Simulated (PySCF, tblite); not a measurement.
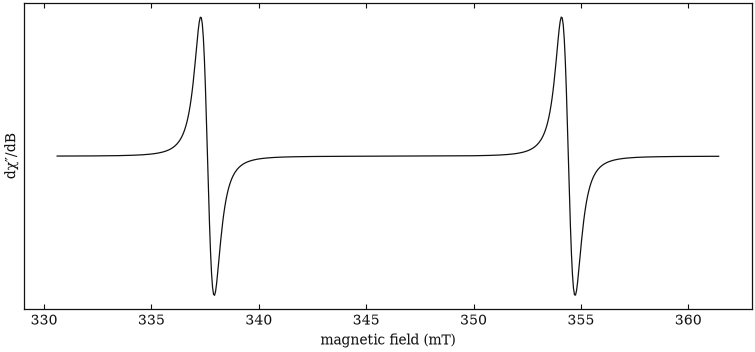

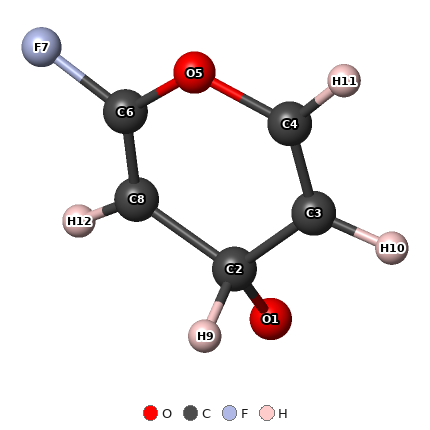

First-order isotropic EPR spectrum (fast tumbling, first derivative) of C₅H₄FO₂, SMILES [O][C@H]1C=COC(F)=C1, doublet at 9.75 GHz, Lorentzian lines of 0.84 mT full width at half height, from computed g and hyperfine couplings (B3LYP/pcH-1 with PySCF, at a GFN2-xTB geometry (a minimum by its frequencies), gas phase); values of one conformer, averaged over methyl-type rotors alone; no vibrational averaging; dilute isotopes left out. The SMILES is one Lewis form and needn't show where the spin sits.

Q: Which couplings does the calculation give? The spectrum shows the sizes of those above the line width, not their signs.

A:
| nuclei | isotope | a (mT) | a (MHz) |
| --- | --- | --- | --- |
| H9 | ¹H | 16.80 | 473.5 |
| F7 | ¹⁹F | 0.14 | 4.0 |
| H11 | ¹H | 0.12 | 3.3 |
| H10 | ¹H | −0.11 | −3.2 |
| H12 | ¹H | −0.11 | −3.0 |

Q: What is the g value, and how wide is the spectrum?

A: g_iso = 2.0133, which centres the spectrum at 346.0 mT; it spans 17.4 mT.

Caveats: the tight-binding geometry is rougher than a DFT one and adds to the error.
